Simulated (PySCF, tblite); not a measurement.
# C6H10BF3: geometry, infrared bands and NMR shifts

Wanted: the infrared bands and NMR shifts of C6H10BF3 (`C/C(CF)=C(/C)CB(F)F`), by calculation.

Computed with tblite 0.8.0 and PySCF 2.14.0, with density-fitted response routines of our own, on a single molecule in the gas phase. Atoms are numbered from 0 throughout.

## Step 1: The molecule as given

20 atoms, charge 0, multiplicity 1; geometry from: force field or distance geometry start.

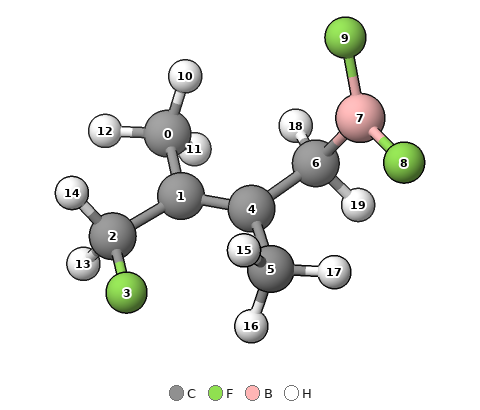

As it starts; carbon grey, fluorine green, boron pink, hydrogen white, atoms numbered.

## Step 2: Relaxing the molecule with GFN2-xTB

Job settings and geometry (Å):

```
{"job": {"kind": "relax", "xc": "GFN2-xTB", "basis": "xTB"}, "charge": 0, "multiplicity": 1}
C      1.325400    -1.508400    -0.164900
C      0.952800    -0.060900     0.069400
C      1.989400     0.815700     0.642200
F      1.629300     2.121200     0.839900
C     -0.257900     0.303300    -0.221200
C     -0.720700     1.706400    -0.030500
C     -1.212700    -0.696200    -0.800400
B     -2.470800    -0.827600     0.156600
F     -3.352500     0.303400     0.250700
F     -2.600200    -1.894900     1.127200
H      0.719600    -2.187300     0.471500
H      1.285900    -1.753700    -1.243800
H      2.364900    -1.619200     0.158900
H      2.857200     0.800100    -0.078100
H      2.354200     0.368200     1.588800
H     -0.692400     1.903300     1.069300
H     -0.094500     2.396800    -0.635900
H     -1.742800     1.775600    -0.445400
H     -0.736200    -1.655000    -1.001400
H     -1.603200    -0.280000    -1.756000
```

Launch:

```sh
$ OMP_NUM_THREADS=1 python probes_run.py task.json out
```

One launch serves the whole session: the jobs run in the order shown.

**Question.** This job is followed by: GFN2-xTB harmonic vibrations, gas phase; GIAO PBE0/pcSseg-1 NMR shielding, non-relativistic, gas phase. What will the session give for the following? strongest single infrared mode (GFN2-xTB); zero-point energy (GFN2-xTB); ¹³C shifts against TMS (PBE0/pcSseg-1); ¹H shifts against TMS (PBE0/pcSseg-1, means over atoms taken as alike); ¹⁹F shifts against CFCl3 (PBE0/pcSseg-1, means over atoms taken as alike); ¹¹B shifts against BF3·OEt2 (PBE0/pcSseg-1); surface potential, least and greatest.

As calculated:

```
                                                                 quantity                                     value
                                strongest single infrared mode (GFN2-xTB)                     1280 cm⁻¹, 355 km/mol
                                             zero-point energy (GFN2-xTB)                             96.2 kcal/mol
                                   ¹³C shifts against TMS (PBE0/pcSseg-1)  139.8, 135.6, 87.9, 24.7, 24.5, 21.4 ppm
   ¹H shifts against TMS (PBE0/pcSseg-1, means over atoms taken as alike)                5.20, 2.04, 1.89, 1.87 ppm
¹⁹F shifts against CFCl3 (PBE0/pcSseg-1, means over atoms taken as alike)                         -74.1, -234.1 ppm
                              ¹¹B shifts against BF3·OEt2 (PBE0/pcSseg-1)                                  25.3 ppm
                                    surface potential, least and greatest                        -1.08 V and 1.62 V
```

**Reading.** The optimisation took 185 steps and gained 1.117 eV; among the close pairs (by a distance rule), B7–F9 changed most, from 1.448 to 1.319 Å. All 54 modes are real, so the xTB geometry is a minimum. The strongest single mode, at 1280 cm⁻¹, moves mainly B7. GFN2-xTB is a fitted tight-binding method: band positions and strengths are rough. Its intensities can rank the bands wrongly. The most deshielded hydrogen is H13, H14 (mean) (hydrogen on an allylic sp3 CH2 bonded to F), at 5.20 ppm: its carbon carries F, an electronegative neighbour. At PBE0/pcSseg-1: The widest tensor belongs to F8, F9: span 281 ppm, with a paramagnetic part of -223 ppm. At PBE0/pcSseg-1, counted by nearest atom on the grid, the HOMO lies on C1, C4 about 33 % each, the LUMO on B7 24 %; C1, C4 about 19 % each.
